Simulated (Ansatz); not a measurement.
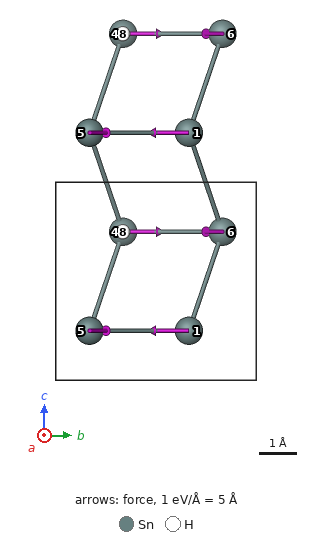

Starting geometry of a crystal of Sn₃H (built on the Ni3Sn (D0_19)_194 type) with the computed forces as purple arrows. Style: ball-and-stick. Shown: the cell of the calculation, repeated 1 × 1 × 2 with one cell outlined, along the a axis.

Case: Ni3Sn (D0_19) type (P6_3/mmc, No. 194).

Method: DFT PBE, scalar-relativistic, plane waves, PAW (Ansatz).

The input:
```yaml
crystal:
  lattice:
    - [6.2618897367, 0.0, 0.0]
    - [-3.1309448683, 5.4229555877, 0.0]
    - [0.0, 0.0, 5.3590126462]
  atoms:
    - { symbol: Sn, position: [0.8320977021, 0.6641954042, 0.25] }
    - { symbol: Sn, position: [0.1679022979, 0.8320977021, 0.75] }
    - { symbol: Sn, position: [0.3358045958, 0.1679022979, 0.25] }
    - { symbol: Sn, position: [0.1679022979, 0.3358045958, 0.75] }
    - { symbol: Sn, position: [0.8320977021, 0.1679022979, 0.25] }
    - { symbol: Sn, position: [0.6641954042, 0.8320977021, 0.75] }
    - { symbol: H, position: [0.3333333333, 0.6666666667, 0.25] }
    - { symbol: H, position: [0.6666666667, 0.3333333333, 0.75] }
basis:
  ecutwfc: 420
kpoints:
  mp_grid: { grid: [6, 6, 8] }
hamiltonian:
  xc: pbe
scf:
  occupations: { method: gaussian, width: 0.1 }
output:
  forces: true
  stress: true
  eigenvalues: true
  write_density: true
  write_potential: true
  elf: true
  volumetric_format: npy
relax:
  adjacent_minimum: "off"
  f_tol: 0.01
  max_steps: 80
  cell: { stress_tol: 0.05 }
```

Launched with:
```bash
ansatz run input.yaml --threads 1 --pin off --max-ram 2560MiB --backend cpu --events-out ev --progress --plain --runs-dir out
```

Question: What follows when this structure is relaxed?

Answer: It isn't relaxed: the largest force vector, on Sn atoms, is 0.23 eV/Å. The atoms end up moving mostly along the starting forces (cosine between the two patterns 1.00). Over 4 accepted moves (7 points after the start) the energy falls by 15.8 meV per atom. Largest force component: 0.23 eV/Å at the start, 0.0026 eV/Å at the end. The pressure goes from 0.33 to −0.01 GPa. The line search rejected the trial steps at points 3, 5 of the run. At 1 point the geometry stayed and the basis and grid were re-selected for the new cell (energy shift of less than 0.05 meV per atom at most each time). The largest moves relative to the cell, 0.031 Å, are those of Sn1, Sn2, Sn3, Sn4, Sn5 and Sn6. Sn4 goes along [1 2 0]. H stays in place. Cell: a = b 6.262 → 6.382 Å (+1.9 %), c 5.359 → 5.154 Å (−3.8 %). Volume −0.1 %. Some distances before and after: Sn1–Sn3 3.154 → 3.269 Å, Sn1–Sn2 3.240 → 3.194 Å, Sn1–Sn3 (another image) 3.108 → 3.113 Å. The space group stays P6_3/mmc (No. 194). The run took 3.9 min on 1 thread of Intel(R) Xeon(R) Platinum 8259CL CPU @ 2.50GHz (Skylake/Cascade Lake), on a shared host, peak memory 0.64 GiB.
